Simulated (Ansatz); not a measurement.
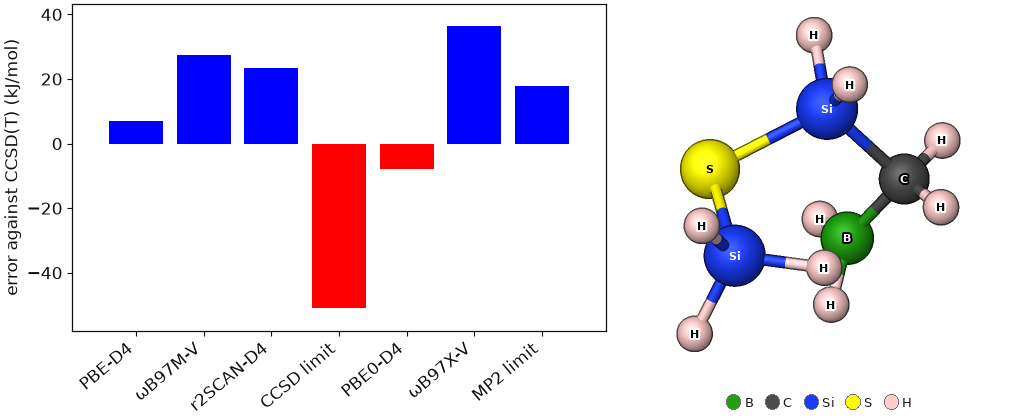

Error in the electronic atomisation energy (method less reference, so positive means overbinding) of CH₉BSSi₂, SMILES BC[SiH2]S[SiH3]: functionals in def2-TZVPP against frozen-core CCSD(T) at the limit (MP2 extrapolated from triple and quadruple zeta, plus CCSD(T) less MP2 in a smaller set), which gives 4648.6 kJ/mol, at a PBE0-D4/def2-TZVP geometry (no frequency check), no zero-point or spin-orbit term, the Ansatz code 0.2.0. The reference leaves out core correlation, a term that grows with the number of heavy atoms. Limit means the basis limit.

**Which of these levels overbind, and which underbind?**

Overbind: ωB97M-V and ωB97X-V. Underbind: CCSD limit. Within 25 kJ/mol of zero, too close to call in view of what the reference leaves out: PBE-D4, r2SCAN-D4, PBE0-D4 and MP2 limit.

**Give the values.**

```csv
level,kJ/mol
PBE-D4,6.9
ωB97M-V,27.4
r2SCAN-D4,23.4
CCSD limit,−50.9
PBE0-D4,−7.8
ωB97X-V,36.4
MP2 limit,17.8
```

Caveats, for all or some of the runs: one conformer of a flexible molecule.
